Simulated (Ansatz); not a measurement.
Run report: AlH₄S₂ (charge +1), molecular dynamics (part 1 of 2)

System: AlH₄S₂, charge +1.
Method: RKS PBE0-D4/def2-SVP (Ansatz 0.2.0).

Figures and captions count atoms from 1; the log counts them from 0 in places.

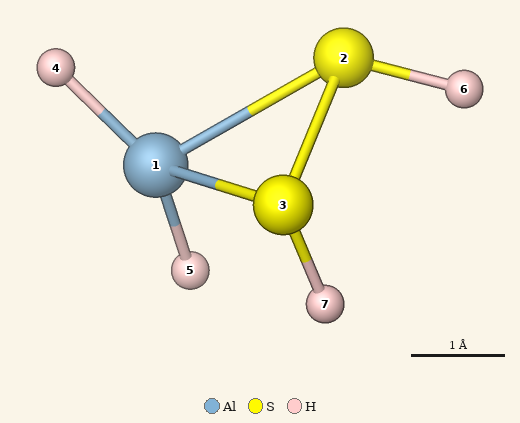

Fig. 1: The structure as given in the input (ball-and-stick view, seen at a tilt; atoms are numbered from 1 in the order of the input). Sticks mark near contacts.

**Summary**

- outcome: finished
- mean temperature over the second half: 423 K
- trajectory: 80 steps, 20 fs
- ensemble: nvt_langevin
- temperature in the input: 700 K
- time step: 0.25 fs
- potential energy (last step): −28305.5257 eV
- mean-field energy (last step): −28305.3953 eV
- dispersion energy (last step): −0.1304 eV
- SCF solution under orbital rotations (last step): stable
- largest force (length of the vector) (last step): 1.935 eV/Å
- hardware: 1 CPU thread, shared host
- wall time: 2.4 min
- peak memory: 0.18 GiB

**Remarks**

So short a trajectory is not equilibrated. The logged temperature at the start can lie below the typed one, since it is counted over all degrees of freedom. The temperature stays far from the 700 K of the thermostat over the second half: the run isn't equilibrated.

**The input**
```yaml
crystal:
  periodic: [false, false, false]
  atoms:
    - {symbol: Al, position_ang: [-0.808030, 0.052540, -0.949120]}
    - {symbol: S, position_ang: [-0.332190, -0.017340, 1.444540]}
    - {symbol: S, position_ang: [1.008650, -1.115490, 0.211850]}
    - {symbol: H, position_ang: [-2.083560, -0.769150, -1.053900]}
    - {symbol: H, position_ang: [-0.115280, 1.253840, -1.570080]}
    - {symbol: H, position_ang: [0.553730, 0.684700, 2.180870]}
    - {symbol: H, position_ang: [1.776670, -0.089090, -0.264170]}
basis:
  gaussian: {orbitals: def2-SVP}
total_charge: 1
hamiltonian: {xc: pbe0, dispersion: d4}
md: {n_steps: 80, timestep: 0.25, temperature: 700, ensemble: nvt_langevin, seed: 586, friction: 0.002, initial_velocities: maxwell_boltzmann}
```

Launch command:
```bash
ansatz run in.yaml --threads 1 --pin off --events-out ev --progress --plain --max-ram 4352MiB
```

**Output**
```
Functional definition: PBE0
  name "PBE0"
  cite "Adamo & Barone, J. Chem. Phys. 110, 6158 (1999) doi:10.1063/1.478522"
  cite "Perdew, Burke & Ernzerhof, Phys. Rev. Lett. 77, 3865 (1996) doi:10.1103/PhysRevLett.77.3865"
  parent pbe
  parameter a = 0.25
  parameter kappa = 0.804
  parameter beta = 0.06672455060314922
  exchange = (1 - a)*pbe_x(kappa = kappa, mu = beta*pi^2/3) + a*exact_x
  correlation = pbe_c(beta = beta)
738 factors; integrals over basis functions are off by at most 3.6e-4 eV
mean field evaluation 1: about -28304.6802 eV, gradient 1.6e1 eV
mean field evaluation 2: about -28305.1134 eV, gradient 1.2e1 eV
mean field evaluation 4: about -28305.4915 eV, gradient 3.8e-1 eV
mean field evaluation 8: about -28305.4922 eV, gradient 4.3e-2 eV
mean field -28305.49223447 eV, -1040.2076534650 hartree, gradient 2.7e-5 eV, S^2 0.000000; 0 other end points of the search recorded, 0 dependent functions left out
the calculation of the forces begins
reference -28305.49226102 eV, -1040.2076544407 hartree; 24, 24 occupied and 50, 50 virtual orbitals, 738 factors
md step     0: t =     0.00 fs  T =   600.0 K  F+E_penalty+E_count = -28305.62097343 eV  E_kin = 0.542892 eV  (24 SCF iters)
these checks for a lower state are left out or cut short: starts, cluster_reference, orbital_swaps, neighbouring_geometries, increment
738 factors; integrals over basis functions are off by at most 3.6e-4 eV
mean field evaluation 16: about -28305.4900 eV, gradient 3.6e-1 eV
mean field -28305.49015402 eV, -1040.2075770099 hartree, gradient 1.5e-5 eV, S^2 0.000000; 0 other end points of the search recorded, 0 dependent functions left out
the calculation of the forces begins
reference -28305.49018056 eV, -1040.2075779854 hartree; 24, 24 occupied and 50, 50 virtual orbitals, 738 factors
md step     1: t =     0.25 fs  T =   582.8 K  F+E_penalty+E_count = -28305.61891579 eV  E_kin = 0.527290 eV  (22 SCF iters)
[... from here on the SCF iterations and repeated set-up lines of each step are left out, up to the last step ...]
md step     2: t =     0.50 fs  T =   580.4 K  F+E_penalty+E_count = -28305.61683589 eV  E_kin = 0.525149 eV  (22 SCF iters)
md step     3: t =     0.75 fs  T =   575.1 K  F+E_penalty+E_count = -28305.61457218 eV  E_kin = 0.520364 eV  (22 SCF iters)
md step     4: t =     1.00 fs  T =   570.3 K  F+E_penalty+E_count = -28305.61234704 eV  E_kin = 0.516058 eV  (22 SCF iters)
md step     5: t =     1.25 fs  T =   567.4 K  F+E_penalty+E_count = -28305.60999639 eV  E_kin = 0.513358 eV  (22 SCF iters)
md step     6: t =     1.50 fs  T =   569.0 K  F+E_penalty+E_count = -28305.60761487 eV  E_kin = 0.514826 eV  (22 SCF iters)
md step     7: t =     1.75 fs  T =   571.6 K  F+E_penalty+E_count = -28305.60518996 eV  E_kin = 0.517210 eV  (21 SCF iters)
md step     8: t =     2.00 fs  T =   580.1 K  F+E_penalty+E_count = -28305.60285969 eV  E_kin = 0.524881 eV  (22 SCF iters)
md step     9: t =     2.25 fs  T =   577.1 K  F+E_penalty+E_count = -28305.60102128 eV  E_kin = 0.522134 eV  (22 SCF iters)
md step    10: t =     2.50 fs  T =   573.0 K  F+E_penalty+E_count = -28305.59972519 eV  E_kin = 0.518449 eV  (22 SCF iters)
md step    11: t =     2.75 fs  T =   576.7 K  F+E_penalty+E_count = -28305.59879672 eV  E_kin = 0.521832 eV  (22 SCF iters)
md step    12: t =     3.00 fs  T =   578.5 K  F+E_penalty+E_count = -28305.59818833 eV  E_kin = 0.523394 eV  (22 SCF iters)
md step    13: t =     3.25 fs  T =   592.7 K  F+E_penalty+E_count = -28305.59770120 eV  E_kin = 0.536314 eV  (22 SCF iters)
md step    14: t =     3.50 fs  T =   600.6 K  F+E_penalty+E_count = -28305.59685730 eV  E_kin = 0.543468 eV  (22 SCF iters)
md step    15: t =     3.75 fs  T =   600.7 K  F+E_penalty+E_count = -28305.59549222 eV  E_kin = 0.543521 eV  (22 SCF iters)
md step    16: t =     4.00 fs  T =   595.5 K  F+E_penalty+E_count = -28305.59390677 eV  E_kin = 0.538843 eV  (22 SCF iters)
md step    17: t =     4.25 fs  T =   574.1 K  F+E_penalty+E_count = -28305.59214752 eV  E_kin = 0.519479 eV  (22 SCF iters)
md step    18: t =     4.50 fs  T =   566.1 K  F+E_penalty+E_count = -28305.58994110 eV  E_kin = 0.512179 eV  (22 SCF iters)
md step    19: t =     4.75 fs  T =   570.4 K  F+E_penalty+E_count = -28305.58729249 eV  E_kin = 0.516127 eV  (22 SCF iters)
md step    20: t =     5.00 fs  T =   568.3 K  F+E_penalty+E_count = -28305.58418235 eV  E_kin = 0.514240 eV  (22 SCF iters)
md step    21: t =     5.25 fs  T =   555.7 K  F+E_penalty+E_count = -28305.58050409 eV  E_kin = 0.502816 eV  (25 SCF iters)
md step    22: t =     5.50 fs  T =   558.2 K  F+E_penalty+E_count = -28305.57652061 eV  E_kin = 0.505082 eV  (22 SCF iters)
md step    23: t =     5.75 fs  T =   547.8 K  F+E_penalty+E_count = -28305.57223898 eV  E_kin = 0.495629 eV  (22 SCF iters)
md step    24: t =     6.00 fs  T =   530.5 K  F+E_penalty+E_count = -28305.56765885 eV  E_kin = 0.480035 eV  (22 SCF iters)
md step    25: t =     6.25 fs  T =   510.0 K  F+E_penalty+E_count = -28305.56294961 eV  E_kin = 0.461414 eV  (22 SCF iters)
md step    26: t =     6.50 fs  T =   512.6 K  F+E_penalty+E_count = -28305.55772380 eV  E_kin = 0.463828 eV  (22 SCF iters)
md step    27: t =     6.75 fs  T =   502.3 K  F+E_penalty+E_count = -28305.55196991 eV  E_kin = 0.454500 eV  (22 SCF iters)
md step    28: t =     7.00 fs  T =   490.7 K  F+E_penalty+E_count = -28305.54595145 eV  E_kin = 0.444007 eV  (22 SCF iters)
md step    29: t =     7.25 fs  T =   492.1 K  F+E_penalty+E_count = -28305.53975318 eV  E_kin = 0.445246 eV  (22 SCF iters)
md step    30: t =     7.50 fs  T =   487.1 K  F+E_penalty+E_count = -28305.53358350 eV  E_kin = 0.440769 eV  (22 SCF iters)
md step    31: t =     7.75 fs  T =   481.6 K  F+E_penalty+E_count = -28305.52766339 eV  E_kin = 0.435748 eV  (22 SCF iters)
md step    32: t =     8.00 fs  T =   474.3 K  F+E_penalty+E_count = -28305.52210951 eV  E_kin = 0.429140 eV  (22 SCF iters)
md step    33: t =     8.25 fs  T =   467.8 K  F+E_penalty+E_count = -28305.51693196 eV  E_kin = 0.423294 eV  (22 SCF iters)
md step    34: t =     8.50 fs  T =   462.3 K  F+E_penalty+E_count = -28305.51230715 eV  E_kin = 0.418341 eV  (22 SCF iters)
md step    35: t =     8.75 fs  T =   454.1 K  F+E_penalty+E_count = -28305.50834878 eV  E_kin = 0.410915 eV  (22 SCF iters)
md step    36: t =     9.00 fs  T =   451.9 K  F+E_penalty+E_count = -28305.50500872 eV  E_kin = 0.408896 eV  (22 SCF iters)
md step    37: t =     9.25 fs  T =   466.6 K  F+E_penalty+E_count = -28305.50236873 eV  E_kin = 0.422220 eV  (22 SCF iters)
md step    38: t =     9.50 fs  T =   462.3 K  F+E_penalty+E_count = -28305.50018794 eV  E_kin = 0.418276 eV  (22 SCF iters)
md step    39: t =     9.75 fs  T =   457.8 K  F+E_penalty+E_count = -28305.49839551 eV  E_kin = 0.414236 eV  (22 SCF iters)
md step    40: t =    10.00 fs  T =   443.7 K  F+E_penalty+E_count = -28305.49710705 eV  E_kin = 0.401482 eV  (22 SCF iters)
md step    41: t =    10.25 fs  T =   435.4 K  F+E_penalty+E_count = -28305.49608762 eV  E_kin = 0.393955 eV  (22 SCF iters)
md step    42: t =    10.50 fs  T =   434.7 K  F+E_penalty+E_count = -28305.49576391 eV  E_kin = 0.393331 eV  (22 SCF iters)
md step    43: t =    10.75 fs  T =   442.4 K  F+E_penalty+E_count = -28305.49662080 eV  E_kin = 0.400251 eV  (22 SCF iters)
md step    44: t =    11.00 fs  T =   448.5 K  F+E_penalty+E_count = -28305.49833658 eV  E_kin = 0.405805 eV  (25 SCF iters)
md step    45: t =    11.25 fs  T =   449.2 K  F+E_penalty+E_count = -28305.50060895 eV  E_kin = 0.406433 eV  (22 SCF iters)
md step    46: t =    11.50 fs  T =   437.2 K  F+E_penalty+E_count = -28305.50333440 eV  E_kin = 0.395560 eV  (22 SCF iters)
md step    47: t =    11.75 fs  T =   431.6 K  F+E_penalty+E_count = -28305.50637953 eV  E_kin = 0.390560 eV  (22 SCF iters)
md step    48: t =    12.00 fs  T =   433.5 K  F+E_penalty+E_count = -28305.50997339 eV  E_kin = 0.392263 eV  (22 SCF iters)
md step    49: t =    12.25 fs  T =   429.1 K  F+E_penalty+E_count = -28305.51410811 eV  E_kin = 0.388266 eV  (22 SCF iters)
md step    50: t =    12.50 fs  T =   429.6 K  F+E_penalty+E_count = -28305.51839316 eV  E_kin = 0.388729 eV  (22 SCF iters)
md step    51: t =    12.75 fs  T =   432.3 K  F+E_penalty+E_count = -28305.52264453 eV  E_kin = 0.391173 eV  (22 SCF iters)
md step    52: t =    13.00 fs  T =   433.2 K  F+E_penalty+E_count = -28305.52668169 eV  E_kin = 0.391992 eV  (21 SCF iters)
md step    53: t =    13.25 fs  T =   437.9 K  F+E_penalty+E_count = -28305.53033841 eV  E_kin = 0.396232 eV  (25 SCF iters)
md step    54: t =    13.50 fs  T =   444.0 K  F+E_penalty+E_count = -28305.53343010 eV  E_kin = 0.401735 eV  (26 SCF iters)
md step    55: t =    13.75 fs  T =   430.8 K  F+E_penalty+E_count = -28305.53578018 eV  E_kin = 0.389816 eV  (26 SCF iters)
md step    56: t =    14.00 fs  T =   432.4 K  F+E_penalty+E_count = -28305.53737760 eV  E_kin = 0.391287 eV  (26 SCF iters)
md step    57: t =    14.25 fs  T =   429.4 K  F+E_penalty+E_count = -28305.53816316 eV  E_kin = 0.388490 eV  (26 SCF iters)
md step    58: t =    14.50 fs  T =   421.8 K  F+E_penalty+E_count = -28305.53813193 eV  E_kin = 0.381671 eV  (26 SCF iters)
md step    59: t =    14.75 fs  T =   419.4 K  F+E_penalty+E_count = -28305.53741431 eV  E_kin = 0.379437 eV  (26 SCF iters)
md step    60: t =    15.00 fs  T =   431.5 K  F+E_penalty+E_count = -28305.53577640 eV  E_kin = 0.390463 eV  (26 SCF iters)
md step    61: t =    15.25 fs  T =   428.9 K  F+E_penalty+E_count = -28305.53319735 eV  E_kin = 0.388064 eV  (26 SCF iters)
md step    62: t =    15.50 fs  T =   429.2 K  F+E_penalty+E_count = -28305.53000962 eV  E_kin = 0.388393 eV  (26 SCF iters)
md step    63: t =    15.75 fs  T =   431.4 K  F+E_penalty+E_count = -28305.52614559 eV  E_kin = 0.390373 eV  (26 SCF iters)
md step    64: t =    16.00 fs  T =   430.8 K  F+E_penalty+E_count = -28305.52184269 eV  E_kin = 0.389752 eV  (26 SCF iters)
md step    65: t =    16.25 fs  T =   420.5 K  F+E_penalty+E_count = -28305.51752652 eV  E_kin = 0.380457 eV  (24 SCF iters)
md step    66: t =    16.50 fs  T =   408.7 K  F+E_penalty+E_count = -28305.51347891 eV  E_kin = 0.369827 eV  (25 SCF iters)
md step    67: t =    16.75 fs  T =   413.3 K  F+E_penalty+E_count = -28305.51003105 eV  E_kin = 0.373995 eV  (26 SCF iters)
md step    68: t =    17.00 fs  T =   411.5 K  F+E_penalty+E_count = -28305.50710580 eV  E_kin = 0.372371 eV  (26 SCF iters)
md step    69: t =    17.25 fs  T =   403.8 K  F+E_penalty+E_count = -28305.50455895 eV  E_kin = 0.365353 eV  (26 SCF iters)
md step    70: t =    17.50 fs  T =   407.0 K  F+E_penalty+E_count = -28305.50249047 eV  E_kin = 0.368291 eV  (26 SCF iters)
md step    71: t =    17.75 fs  T =   406.6 K  F+E_penalty+E_count = -28305.50105802 eV  E_kin = 0.367932 eV  (26 SCF iters)
md step    72: t =    18.00 fs  T =   402.2 K  F+E_penalty+E_count = -28305.50061009 eV  E_kin = 0.363935 eV  (26 SCF iters)
md step    73: t =    18.25 fs  T =   395.3 K  F+E_penalty+E_count = -28305.50131599 eV  E_kin = 0.357685 eV  (26 SCF iters)
md step    74: t =    18.50 fs  T =   402.9 K  F+E_penalty+E_count = -28305.50311494 eV  E_kin = 0.364534 eV  (26 SCF iters)
md step    75: t =    18.75 fs  T =   403.6 K  F+E_penalty+E_count = -28305.50589147 eV  E_kin = 0.365184 eV  (26 SCF iters)
md step    76: t =    19.00 fs  T =   406.7 K  F+E_penalty+E_count = -28305.50930560 eV  E_kin = 0.367982 eV  (26 SCF iters)
md step    77: t =    19.25 fs  T =   407.0 K  F+E_penalty+E_count = -28305.51309885 eV  E_kin = 0.368256 eV  (26 SCF iters)
md step    78: t =    19.50 fs  T =   409.6 K  F+E_penalty+E_count = -28305.51736689 eV  E_kin = 0.370613 eV  (26 SCF iters)
md step    79: t =    19.75 fs  T =   400.3 K  F+E_penalty+E_count = -28305.52178810 eV  E_kin = 0.362203 eV  (26 SCF iters)
these checks for a lower state are left out or cut short: starts, cluster_reference, orbital_swaps, neighbouring_geometries, increment
738 factors; integrals over basis functions are off by at most 4.3e-4 eV
mean field -28305.39530080 eV, -1040.2040912185 hartree, gradient 2.1e-5 eV, S^2 0.000000; 0 other end points of the search recorded, 0 dependent functions left out
the calculation of the forces begins
reference -28305.39532684 eV, -1040.2040921753 hartree; 24, 24 occupied and 50, 50 virtual orbitals, 738 factors
738 factors; integrals over basis functions are off by at most 4.3e-4 eV
mean field evaluation 576: about -28304.9366 eV, gradient 1.3e1 eV
mean field -28305.39530080 eV, -1040.2040912185 hartree, gradient 2.1e-5 eV, S^2 0.000000; 1 other end points of the search recorded, 0 dependent functions left out
the calculation of the forces begins
reference -28305.39532684 eV, -1040.2040921753 hartree; 24, 24 occupied and 50, 50 virtual orbitals, 738 factors
md step    80: t =    20.00 fs  T =   397.5 K  F+E_penalty+E_count = -28305.52571004 eV  E_kin = 0.359650 eV  (24 SCF iters)
```
